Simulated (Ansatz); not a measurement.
Take ZrSe₂ in the CdI2 type structure (space group P-3m1, No. 164; a = 3.6600 Å, c = 5.8409 Å; layered, stacked along the Cartesian z axis; relaxed with 0.1 eV smearing) as the base.

The change: the cell is scaled by 1.0422 in all directions, atoms relaxed at fixed cell.

The values are results of PBEsol-D3(BJ)/PAW in Ansatz (a program for electronic structure), spin-orbit coupling left out, earlier PAW set, not measurements.

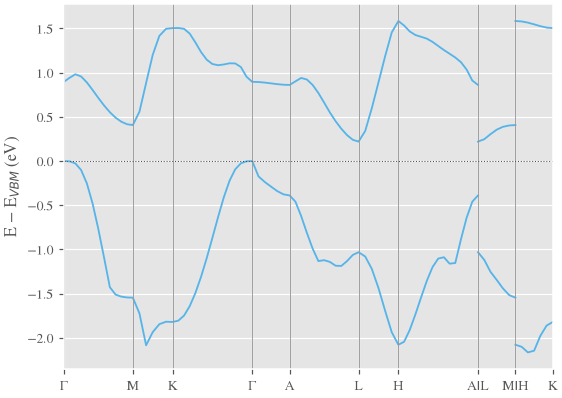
Highest valence and lowest conduction band along the path of the changed cell's own zone

Task: Read the changed gap and its character from the plot.

Result: About 0.22 eV, indirect, Γ → L.

The cells carry an imposed strain or load. Stability against distortions was not tested. The final runs are not spin-polarised. The zero or small gap of ZrSe2 can change with the level of theory.
